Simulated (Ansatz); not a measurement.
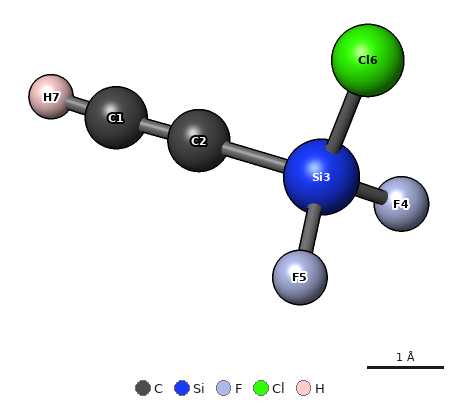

This is the input geometry for a relaxation of C2HClF2Si (coarse preliminary run). The picture is a ball-and-stick view, seen at a tilt.

The start comes from a force field.

All numbers below come from Ansatz, RKS PBE-D4/def2-SVP.

Input file:
```yaml
crystal:
  periodic: [false, false, false]
  atoms:
    - {symbol: C, position_ang: [0.529200, -1.883200, 0.720500]}
    - {symbol: C, position_ang: [0.191500, -0.766400, 0.252000]}
    - {symbol: Si, position_ang: [-0.281700, 0.910100, -0.467800]}
    - {symbol: F, position_ang: [-1.467100, 0.775000, -1.393600]}
    - {symbol: F, position_ang: [0.979900, 1.454500, -1.340900]}
    - {symbol: Cl, position_ang: [-0.651400, 2.231700, 1.067200]}
    - {symbol: H, position_ang: [0.760800, -2.789800, 1.116800]}
basis:
  gaussian: {orbitals: def2-SVP}
hamiltonian: {xc: pbe, dispersion: d4}
relax: {f_tol: 0.03, max_steps: 200}
```

Where does the relaxation end?

Answer. The atom that moves furthest after the best rigid fit is Si3 (0.069 Å). By element the largest moves are Si 0.069 Å, C 0.057 Å, F 0.055 Å, Cl 0.022 Å, H 0.013 Å. Near-neighbour distances that change, for instance: Si3–F4 1.510 → 1.618 Å, C2–Si3 1.885 → 1.808 Å, C1–H7 1.016 → 1.083 Å, C1–C2 1.257 → 1.227 Å. Bond angles that change, for instance: F4–Si3–Cl6 111.9° → 108.9°, C2–C1–H7 177.5° → 180.0°, C2–Si3–F5 107.9° → 110.1°. After 4 geometry steps the energy has fallen by 0.450 eV. Largest force component: 5.3 eV/Å at the start, 0.011 eV/Å at the end. The run took about 10 core-seconds on a shared host.

Final geometry:

```xyz
7

C     0.5006   -1.8356    0.7062
C     0.2057   -0.7405    0.2379
Si   -0.2290    0.8808   -0.4333
F    -1.5177    0.7558   -1.4033
F     0.9895    1.4587   -1.3269
Cl   -0.6486    2.2150    1.0538
H     0.7607   -2.8024    1.1198
```

The end point in the same view:

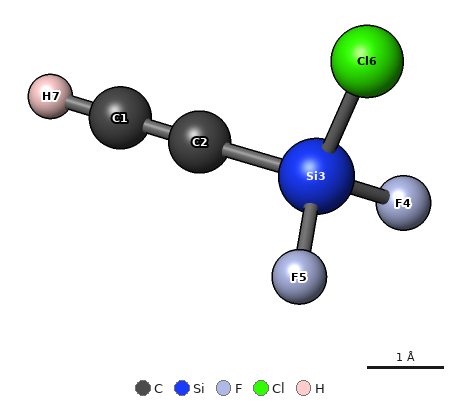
